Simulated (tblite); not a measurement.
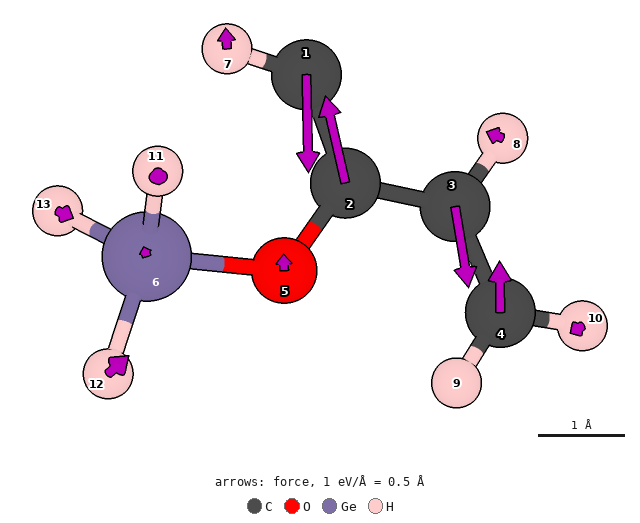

Starting geometry of C4H7GeO (multiplicity 2) with the computed forces as purple arrows. A ball-and-stick model, seen at a tilt.

All numbers below come from tblite, GFN2-xTB geometry optimisation, gas phase. 

Is this structure relaxed? If not, where do the atoms go?

It isn't relaxed: the largest force vector, on C1, is 2.38 eV/Å. The final displacements have little in common with the starting forces (cosine between the two patterns 0.26). After 44 geometry steps the energy has fallen by 7.59 kcal/mol. The atom that moves furthest after the best rigid fit is H12 (0.41 Å). By element the largest moves are H 0.41 Å, C 0.12 Å, O 0.07 Å, Ge 0.06 Å. Near-neighbour distances that change, for instance: O5–Ge6 1.817 → 1.752 Å, Ge6–H12 1.545 → 1.488 Å, Ge6–H11 1.551 → 1.501 Å, C1–C2 1.351 → 1.307 Å. Among the angles between lasting bonds that change: C2–C1–H7 123.4° → 138.2°, O5–Ge6–H12 109.8° → 99.4°, C3–C2–O5 120.4° → 114.6°.
